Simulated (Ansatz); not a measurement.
# AlNH3O (SMILES [NH2][Al][OH]): UHF/STO-3G

Aim: the vertical ionisation energy of AlNH3O at UHF/STO-3G, from 2 runs. 

The results are computed with Ansatz 0.2.0.

77 further runs of the same task are left out: 77 set aside as unsound or not needed.

## 1. The molecule

AlNH3O: 6 atoms, total charge 0, spin state doublet. As SMILES, `[NH2][Al][OH]`. The shape is that of a PBE0-D4/def2-TZVP optimisation. This is one conformer, not always the lowest.

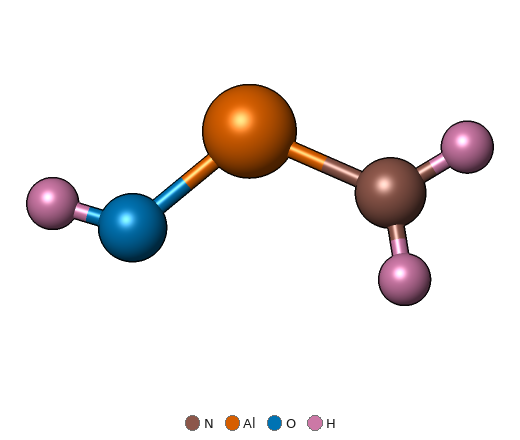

Viewed from a chosen angle; nitrogen brown, aluminium orange, oxygen blue, hydrogen pink.

## 2. The energy at UHF/STO-3G

Input file molecule.yaml:

```yaml
crystal:
  periodic: [false, false, false]
  atoms:
    - {symbol: N, position_ang: [-0.923900, 0.240200, -0.760800]}
    - {symbol: Al, position_ang: [0.595200, 0.601300, 0.070700]}
    - {symbol: O, position_ang: [1.194100, -0.618500, 1.101200]}
    - {symbol: H, position_ang: [-1.434300, -0.623600, -0.657200]}
    - {symbol: H, position_ang: [-1.394700, 0.861600, -1.396800]}
    - {symbol: H, position_ang: [2.005700, -0.525100, 1.596800]}
basis:
  gaussian: {orbitals: STO-3G}
magnetization: {spin_polarized: true, initial_magnetization: 1}
hamiltonian: {xc: hf}
accuracy: high
output: {orbitals: {seedname: orbitals}}
```

Run with:

```bash
$ ansatz run molecule.yaml --threads 1 --pin off --max-ram 3480MiB --events-out events.jsonl --progress --plain --runs-dir runs
```

The log of the run:

```text
Warning: RAYON_NUM_THREADS=1 ignored (pool sized by the plan → 1); use --threads N
Functional definition: HF
  name "HF"
  exchange = exact_x
  correlation = 0
402 factors; integrals over basis functions are off by at most 1.3e-8 eV
mean field evaluation 1: about -10019.6422 eV, gradient 2.0e1 eV
mean field evaluation 2: about -10019.7091 eV, gradient 2.0e1 eV
mean field evaluation 4: about -10022.7350 eV, gradient 1.6e0 eV
mean field evaluation 8: about -10022.7933 eV, gradient 3.9e-4 eV
mean field -10022.79188036 eV, -368.3308079110 hartree, gradient 9.4e-9 eV, S^2 0.755125; 0 other end points of the search recorded, 0 dependent functions left out
reference -10022.79188036 eV, -368.3308079110 hartree; 16, 15 occupied and 6, 7 virtual orbitals, 402 factors
Total energy: -10022.79188036 eV, -368.3308079110 hartree
```

Wall time 0.18 s (1 thread of Arm Neoverse V1, shared host).

## 3. The singlet cation

Input file input.yaml:

```yaml
crystal:
  periodic: [false, false, false]
  atoms:
    - symbol: "N"
      position_ang: [-0.923900, 0.240200, -0.760800]
    - symbol: Al
      position_ang: [0.595200, 0.601300, 0.070700]
    - symbol: O
      position_ang: [1.194100, -0.618500, 1.101200]
    - symbol: H
      position_ang: [-1.434300, -0.623600, -0.657200]
    - symbol: H
      position_ang: [-1.394700, 0.861600, -1.396800]
    - symbol: H
      position_ang: [2.005700, -0.525100, 1.596800]
basis:
  gaussian:
    orbitals: STO-3G
total_charge: 1
hamiltonian:
  xc: hf
accuracy: high
output: {orbitals: {seedname: orbitals}}
```

Run with:

```bash
$ ansatz run input.yaml --threads 1 --pin off --max-ram 3480MiB --events-out events.jsonl --progress --plain --runs-dir runs
```

The log of the run:

```text
Warning: RAYON_NUM_THREADS=1 ignored (pool sized by the plan → 1); use --threads N
Functional definition: HF
  name "HF"
  exchange = exact_x
  correlation = 0
401 factors; integrals over basis functions are off by at most 1.3e-8 eV
mean field evaluation 1: about -10013.1073 eV, gradient 3.9e1 eV
mean field evaluation 2: about -10013.1380 eV, gradient 3.9e1 eV
mean field evaluation 4: about -10018.7901 eV, gradient 2.5e0 eV
mean field evaluation 8: about -10018.8156 eV, gradient 6.9e-2 eV
mean field -10018.81568335 eV, -368.1846853658 hartree, gradient 1.0e-8 eV, S^2 0.000000; 0 other end points of the search recorded, 0 dependent functions left out
reference -10018.81568335 eV, -368.1846853658 hartree; 15, 15 occupied and 7, 7 virtual orbitals, 401 factors
Total energy: -10018.81568335 eV, -368.1846853658 hartree
```

Run time: 0.14 s. Hardware: 1 thread of Arm Neoverse V1, shared host.

## 4. Outcome

At UHF/STO-3G:

```
                                          quantity          value
                      doublet AlNH3O: total energy  -368.33081 Eh
doublet AlNH3O: HOMO energy (highest over α and β)       -4.58 eV
 doublet AlNH3O: LUMO energy (lowest over α and β)        7.76 eV
                              doublet AlNH3O: ⟨S²⟩          0.755
                      singlet cation: total energy  -368.18469 Eh
                       singlet cation: HOMO energy      -14.18 eV
                       singlet cation: LUMO energy       -3.28 eV
                     singlet cation: HOMO–LUMO gap       10.90 eV
vertical ionisation energy (to the singlet cation)       3.976 eV
```

What this shows: The vertical ionisation energy comes to 3.98 eV (92 kcal/mol). Only the singlet of the ionised species was computed; a triplet could lie lower. In a minimal basis such a difference can be off by several eV, whatever the method.
